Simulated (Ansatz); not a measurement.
```xyz
13

C    -2.378    0.121   -0.886
S    -1.214    1.365   -0.222
Si   -0.154    0.136    1.163
Si    2.331   -0.454   -0.435
C     1.692    0.571    1.011
Cl    2.624    0.179    2.586
H    -1.857   -0.715   -1.378
H    -3.013    0.617   -1.634
H    -3.035   -0.292   -0.105
H    -0.284   -1.244    0.689
H     2.049   -1.846   -0.111
H     1.433   -0.129   -1.537
H     1.825    1.657    0.870
```

> Where will the first 8 clear peaks of this molecule's radial distribution curve from gas electron diffraction lie, and which pairs make them?

Peak 1, 1.10 Å: C–H 1.10 Å (×4)
Peak 2, 1.46 Å: Si–H 1.46–1.47 Å (×3)
Peak 3, 1.87 Å: S–C 1.83 Å, Cl–C 1.87 Å, Si–C 1.88–1.90 Å (×2), not resolved
Peak 4, 2.13 Å: S–Si 2.13 Å
Peak 5, 2.47 Å: Cl···H 2.40 Å, S···H 2.41–2.47 Å (×3), Si···H 2.51–2.53 Å (×2), C···H 2.66–2.69 Å (×2), not resolved
Peak 6, 3.09 Å: Si···Si 3.01 Å, Si···C 3.02 Å, Cl···Si 3.10–3.12 Å (×2), S···C 3.25 Å, not resolved
Peak 7, 3.99 Å: Cl···H 3.75–4.30 Å (×2), S···Si 3.99 Å, Si···H 4.03–4.30 Å (×2), not resolved
Peak 8, 4.87 Å: Si···C 4.77 Å, Cl···S 4.90 Å, not resolved

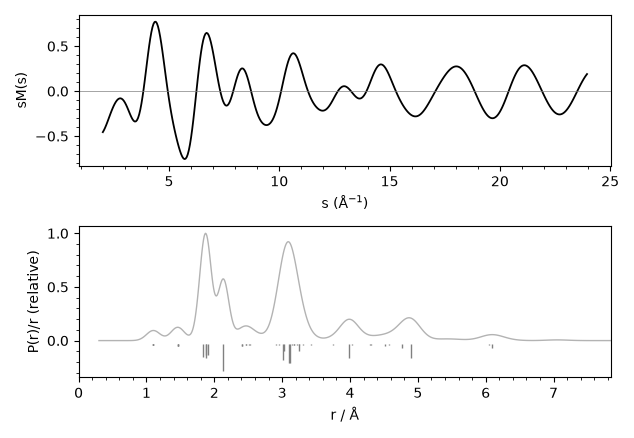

Simulated gas electron diffraction: reduced molecular intensity sM(s) from the Debye equation in the first Born approximation (top) and the radial distribution curve (bottom) of C2H7ClSSi2. Each pair of atoms contributes with weight ZᵢZⱼ/r (bars below the curve); damping constant 0.002 Å²; vibrational amplitudes assumed, not computed: 0.05 Å for bonds, 0.078 Å for bonds to H, 0.06 + 0.015 r up to 0.15 Å for other pairs. The geometry is the end point of an optimisation (UKS r2SCAN/STO-3G (Ansatz)); it may be a saddle point or a higher isomer.
